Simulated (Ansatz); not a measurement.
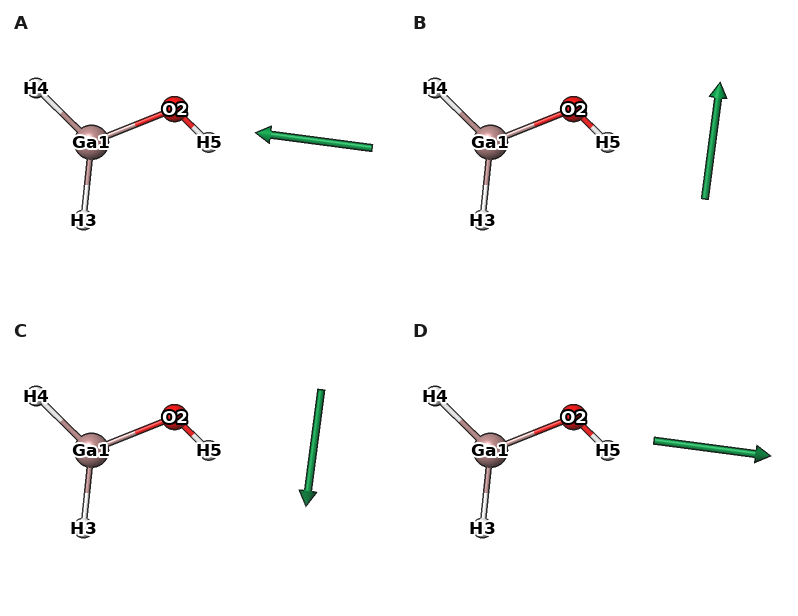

The same molecule four times, each with an arrow. The geometry was computed by an optimisation with PBE0-D4/def2-TZVP. Method: RKS PBE0-D4/def2-TZVP (Ansatz 0.2.0).

Question: Which arrow points along the dipole moment, from the negative to the positive end?

Answer: C. The dipole moment is 1.49 D; it points from the side of O2, H4 to the side of H3 (the outermost atoms at the two ends).
